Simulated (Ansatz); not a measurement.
The starting structures come from a database of crystals and need not be the phases stable at ambient conditions.

 Where the default PAW files enter, the runs use the earlier of Ansatz's two default sets.

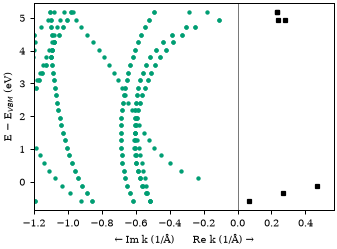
Figure: Complex bands at the centre of the two-dimensional zone; PBEsol (Ansatz, a program for electronic structure)

No gap correction and no spin-orbit coupling; mid-gap values are interpolated between computed energies.

**Question.** This is Cs$_{2}$NaBiF$_{6}$ (Fm-3m, not sure to be the ambient phase, 10 atoms a cell, 20.4 Å³ an atom, -2 GPa at this level) along the normal of (111). Read off the slowest decay at the centre of the two-dimensional zone at 2.42 eV, the computed energy nearest the middle of the gap.

**Answer.** κ ≈ 0.57 1/Å, a decay length 1/(2κ) of the density of 0.87 Å.
